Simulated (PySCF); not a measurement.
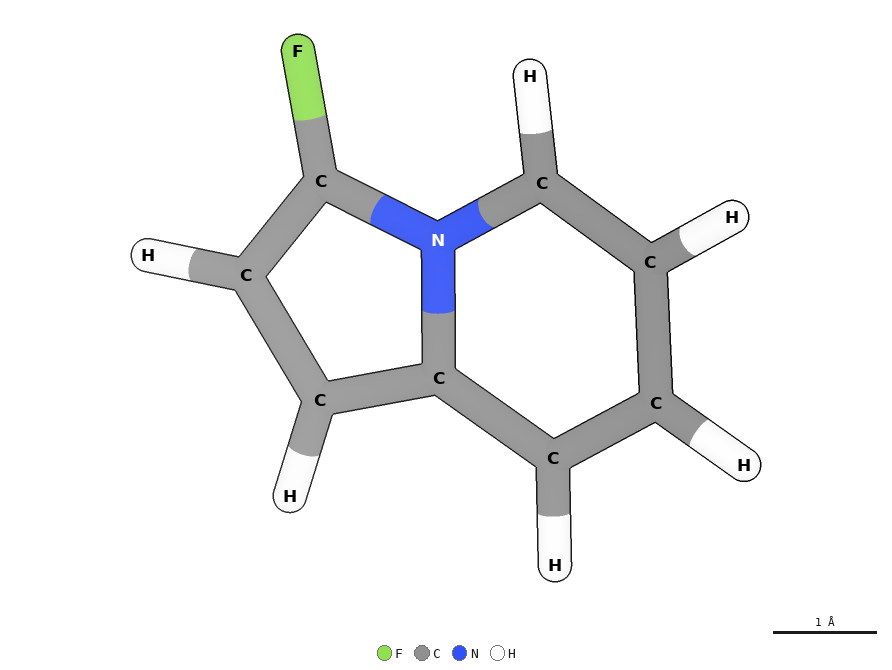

A stick model of a molecule. Every bond is drawn as one stick, whatever its order.

Computed geometry: PBE0-D3(BJ)/def2-SVP optimisation. No frequency run is at hand to confirm it as a minimum.

Identify the structure.

The molecule is C8H6FN. As SMILES it reads `Fc1ccc2ccccn12`. Independent rings (smallest set): 1 of 5 members, 1 of 6 members, 2 of them aromatic. Among its groups: C–F bond. The point group is Cs. All atoms lie on one plane. Coordination: 8 C trigonal planar; 1 N trigonal planar.

More results for the same structure follow; atom numbers are the same in all pictures, views and colours differ.

**Dipole moment**

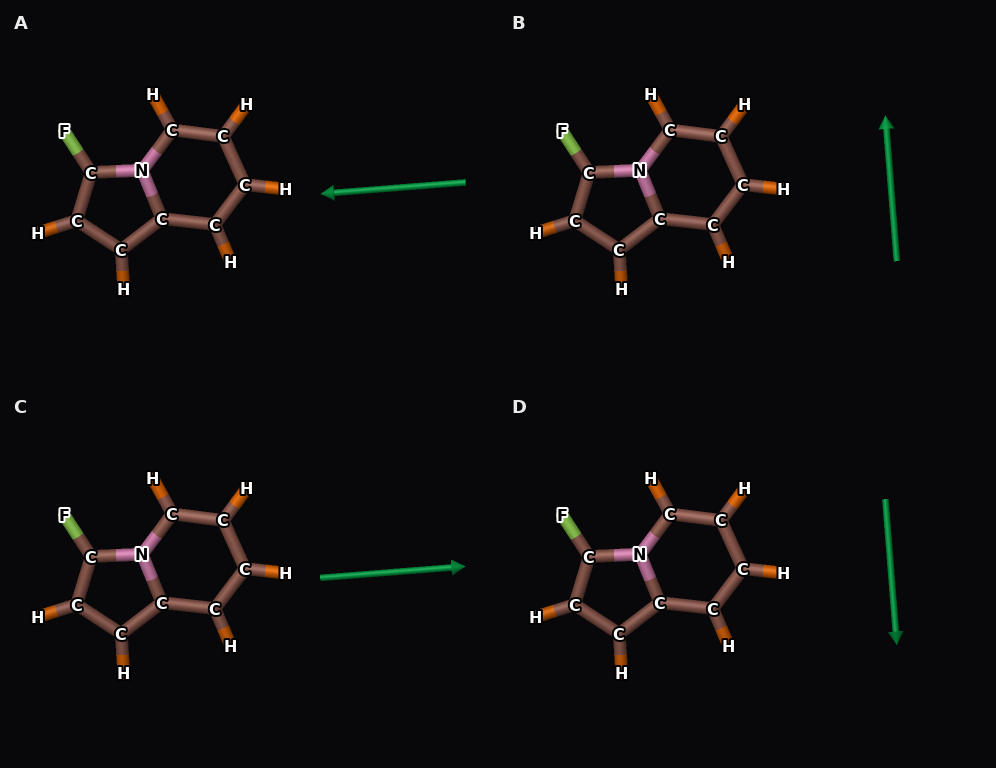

The same molecule four times, each with an arrow. No frequency run is at hand to confirm it as a minimum. Properties computed with PBE0/pcSseg-1, gas phase (PySCF 2.14.0).

> Which arrow points along the dipole moment, from the negative to the positive end?

C. The dipole moment is 1.14 D.

**Excitation**

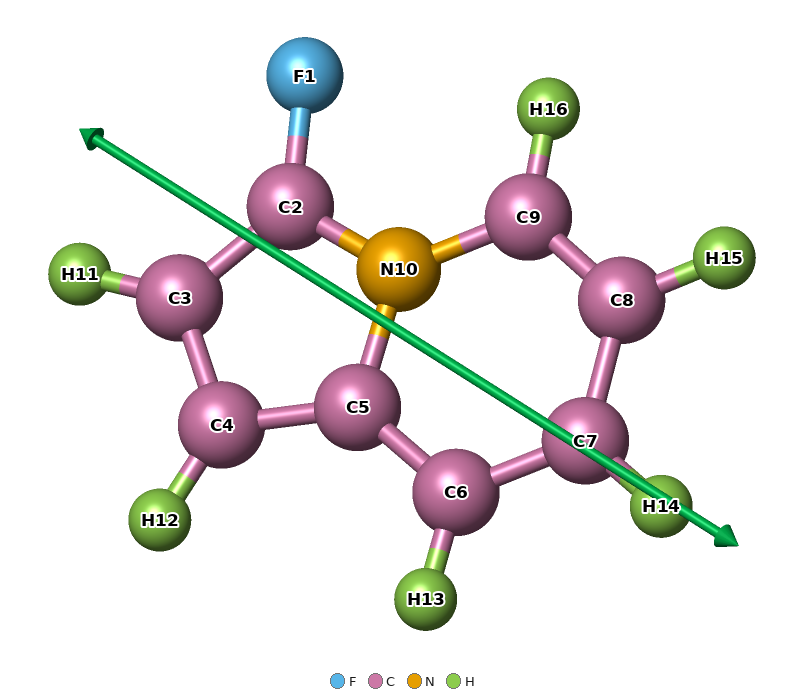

The double arrow shows the direction of the transition dipole to excited singlet state 4 (its length means nothing). No frequency run is at hand to confirm it as a minimum. Method: TDDFT ωB97X-D/def2-SVPD, vertical, gas phase, core orbitals frozen in the response (PySCF 2.14.0).

> How is the transition polarised?

In the molecular plane, nearly parallel to the C2–N10 bond.

> Give its energy, strength and character.

5.99 eV (207 nm), oscillator strength 0.68, mainly HOMO−1 → LUMO (weight 0.53); transition dipole 5.46 D.

**NMR shielding**

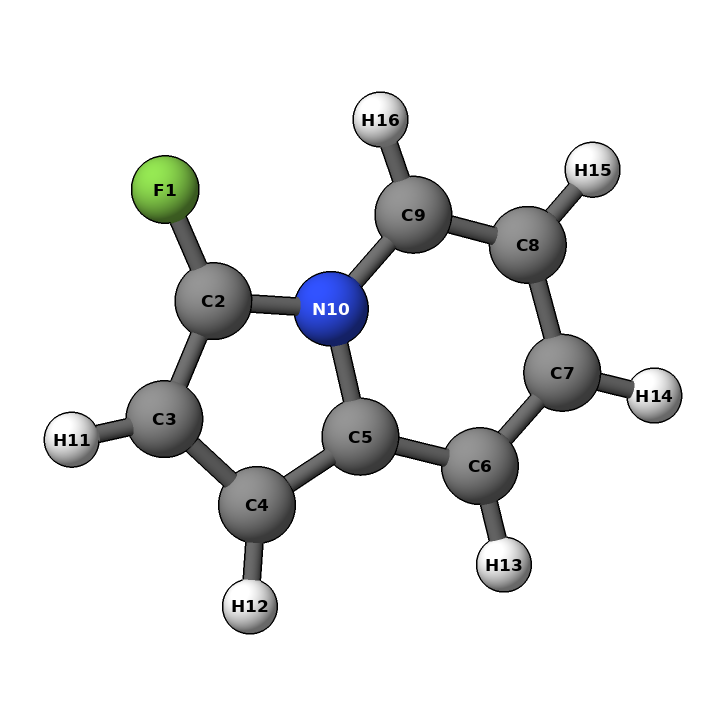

No frequency run is at hand to confirm it as a minimum. Level of theory: GIAO HF/pcSseg-1 NMR shielding, non-relativistic, gas phase (PySCF 2.14.0). Principal shieldings σ11 ≤ σ22 ≤ σ33, span Ω = σ33 − σ11, skew κ = 3(σiso − σ22)/Ω.

Give the shielding tensors of the N atoms.

| atom | σ11 | σ22 | σ33 | σiso | Ω | κ |
| --- | --- | --- | --- | --- | --- | --- |
| N10 | −13.2 | 24.9 | 212.5 | 74.7 | 225.7 | 0.66 |

Shieldings and span in ppm.
